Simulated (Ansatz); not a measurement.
AgSnGe

```
Sn Ag Ge
1.0
     7.27588    0.00000    0.00000
    -3.63794    6.30109    0.00000
     0.00000    0.00000    4.16759
Sn Ag Ge
3 3 3
Direct
  0.39709 0.00000 0.00000
  0.60291 0.60291 0.00000
  0.00000 0.39709 0.00000
  0.75193 0.00000 0.50000
  0.24807 0.24807 0.50000
  0.00000 0.75193 0.50000
  0.66667 0.33333 0.50000
  0.33333 0.66667 0.50000
  0.00000 0.00000 0.00000
```

Space group P-62m; built by placing these elements on a known structure type; computed without spin polarisation.

Level of theory: DFT, PAW plane waves, r2SCAN in Ansatz.

What can the converged valence pseudo-density and electron localisation function tell about the bonding?

Sn–Ge (2.89 Å): the density is about 0.26 e/Å³ at the midpoint; the ELF is about 0.50 at the midpoint.
Bader's partition of the density gives Sn +0.38, Ag −0.05 and Ge −0.33 e.

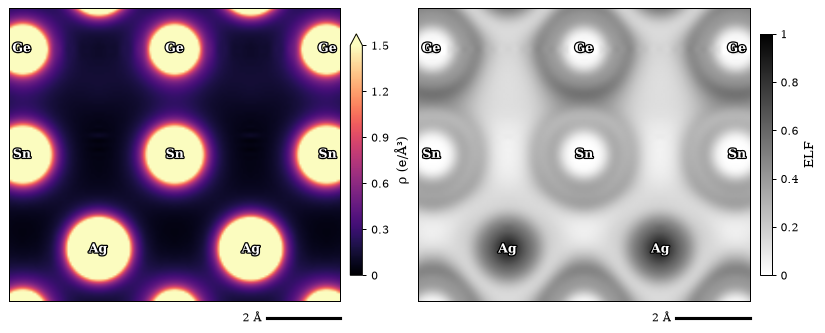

Computed valence pseudo-density and electron localisation function on the (11̄0) plane of the conventional cell, in this order. 
